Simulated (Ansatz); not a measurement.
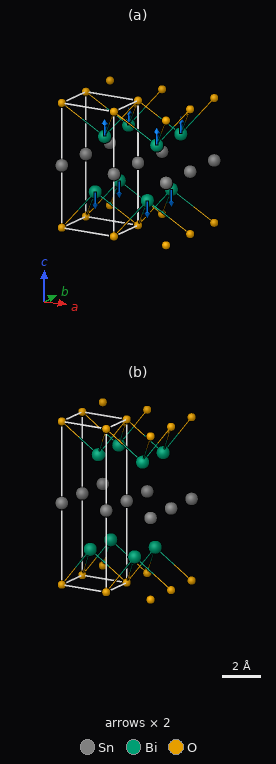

The structure of crystalline SnBi2O (a generated structure, set up in P-3m1) (coarse preliminary run) before (top) and after (bottom) a relaxation, at one scale. The blue arrows give the displacements (the part carried along by the change of the cell is left out), 2 times their true length.

Style: ball-and-stick. Shown: the cell of the calculation, repeated 2 × 2 × 1 with one cell outlined, slightly off an axis.

Method: DFT PBE, scalar-relativistic, plane waves, PAW in Ansatz 0.2.0.

Input file:
```yaml
crystal:
  lattice:
    - [4.13144869, 0.0, 0.0]
    - [-2.06572435, 3.57793952, 0.0]
    - [0.0, 0.0, 6.69390216]
  atoms:
    - { symbol: Sn, position: [0.0, 0.0, 0.5] }
    - { symbol: Bi, position: [0.66666667, 0.33333333, 0.74858373] }
    - { symbol: Bi, position: [0.33333333, 0.66666667, 0.25141627] }
    - { symbol: O, position: [0.0, 0.0, 0.0] }
basis:
  ecutwfc: 420
kpoints:
  mp_grid: { grid: [6, 6, 4] }
hamiltonian:
  xc: pbe
scf:
  occupations: { method: gaussian, width: 0.1 }
  lower_state_search: "off"
output:
  forces: true
  stress: true
  eigenvalues: true
relax:
  adjacent_minimum: "off"
  f_tol: 0.04
  max_steps: 70
  cell: { stress_tol: 0.4 }
```

Run as
```bash
ansatz run input.yaml --threads 1 --pin off --max-ram 2560MiB --backend cpu --events-out ev --progress --plain --runs-dir out
```

What changed between the two?

The largest moves relative to the cell, 0.51 Å, are those of Bi2 and Bi3. Bi2 goes along +c. Sn and O stay in place. The volume changes by −5.1 %, with a = b 4.131 → 3.519 Å (−14.8 %), c 6.694 → 8.761 Å (+30.9 %). Some distances before and after: Bi2–O4 2.919 → 2.642 Å. The space group stays P-3m1 (No. 164). The energy falls by 1.662 eV per cell of the calculation in 11 accepted moves (13 points after the start). The largest force component goes from 2.2 to 0.029 eV/Å. Pressure: 4.40 GPa at the start and 0.04 GPa at the end. The SCF was repeated twice at an unchanged geometry on a basis and grid sized afresh for the cell, which shifted the energy by 0.111 eV per cell of the calculation at most. Cost: 30 s on 1 thread of Intel(R) Xeon(R) 6975P-C (Granite Rapids), with other jobs on the host, peak memory 0.43 GiB.
